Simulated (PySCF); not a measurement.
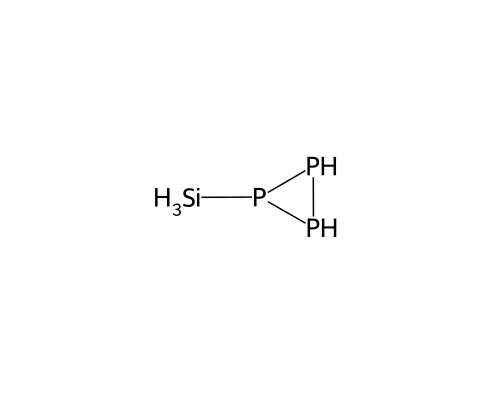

The computed structure is the end point of a GFN2-xTB optimisation. No frequency run is at hand to confirm it as a minimum. Level of theory: ωB97X-D/def2-SVPD, gas phase (PySCF 2.14.0). Excitations: vertical, linear response.

Predict the main results.

The species is H₅P₃Si (`[SiH3]p1[pH][pH]1`).
- dipole moment: 0.86 D
- HOMO energy (Kohn–Sham orbital): −8.89 eV
- LUMO energy (Kohn–Sham orbital): 0.90 eV
- HOMO–LUMO gap: 9.80 eV
- mean static polarisability: 102.5 bohr³
- lowest vertical singlet excitation: 5.20 eV
- its oscillator strength: 0.014
- brightest of the 8 lowest singlets: 6.25 eV
- its oscillator strength: 0.04

The geometry is semi-empirical. Around P, Si such bond lengths and angles can be off by a tenth of an ångström or more and by several degrees, and values that hang on the shape move with them.
